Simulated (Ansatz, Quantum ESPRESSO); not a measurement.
# Cl on fcc sites of Rh(111): the work function of the upper face at a withheld member of a series

How the rows were computed: Quantum ESPRESSO 7.5, PBE, GBRV ultrasoft. Slabs of 3 layers, covered on the upper face; adsorbates and the top layer relax in a periodic cell, the rest is held (the clean slab relaxes both outer layers); a run under open boundaries (ESM, bc1) gives both vacuum levels. Cells of one to 9 surface sites carry the coverages, on meshes of like density; cold smearing of 0.02 Ry. The slabs take the lattice constants of the bulk relaxed by the same program. The series steps the coverage.

```
 coverage  work function of the upper face (eV)
     0 ML                                5.0812
0.1111 ML                                5.0502
0.1667 ML                                5.0195
  0.25 ML                                5.0151
0.3333 ML                                5.0998
   0.5 ML                                5.1369
0.6667 ML                                5.1545
  0.75 ML                                5.1285
```

To predict: What is the work function of the upper face at 1 ML?

By hand: The rows at 0.6667 ML and 0.75 ML give a slope of (5.1285 − (5.1545))/(0.75 − (0.6667)) = −0.3121, so a straight line gives 5.0505 eV. A parabola through these and the row at 0.5 ML gives 4.9112 eV.

**Check.** 5.1365 eV. The line misses by −0.0860 and the parabola by −0.2253 eV. The line does better here.

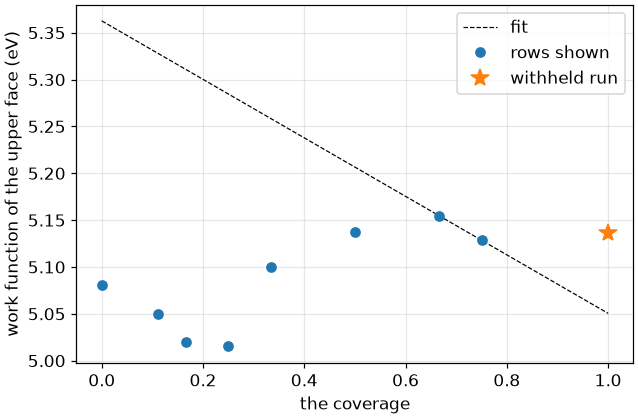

The rows shown, the fit and the withheld run.

**Limits.** Thin slabs, one site and one ordered pattern a coverage; no reconstruction or subsurface sites; meshes differ a little between cells.

[Logs are printed without paths, hosts, clocks, repeated set-up lines and the standing remarks that a program may print on its own settings, such as how far it seeks lower states.]
